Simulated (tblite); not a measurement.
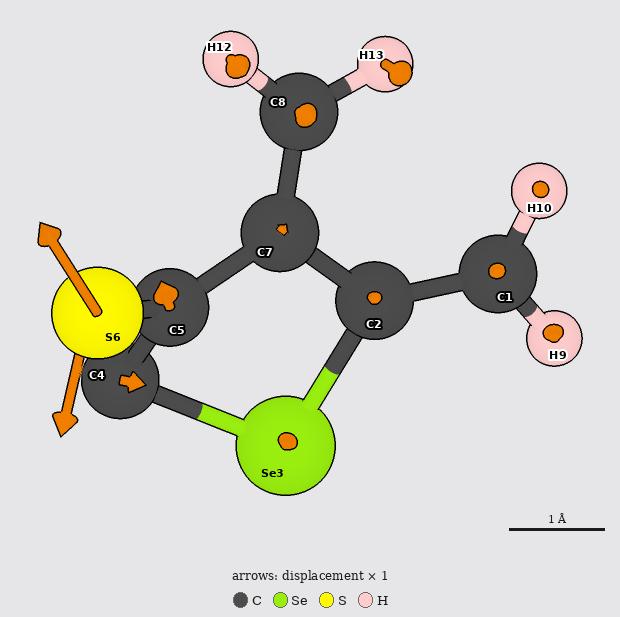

A relaxation of C₆H₅SSe (multiplicity 2). The starting structure is drawn; orange arrows show the displacements, at their true length. The two geometries are superimposed by the best rigid fit.

Style: ball-and-stick. Shown at a tilt.

Theory: GFN2-xTB geometry optimisation, gas phase in tblite. 

### Describe the change and its energy.

The atom that moves furthest after the best rigid fit is an H atom (1.56 Å). Largest moves by element: H 1.56 Å, S 1.44 Å, C 0.43 Å, Se 0.25 Å. Near-neighbour distances that change, for instance: C–Se 1.991 → 1.852 Å, C–C 1.485 → 1.369 Å, C–S 1.658 → 1.692 Å, C–H 1.101 → 1.076 Å. Bond angles that change, for instance: Se–C–C 97.0° → 115.1°, C–C–H 107.2° → 124.2°, Se–C–H 105.6° → 120.7°. After 71 geometry steps the energy has fallen by 205.9 kJ/mol. Cost: 0.57 s on 1 thread of Arm Neoverse V1 (shared host).
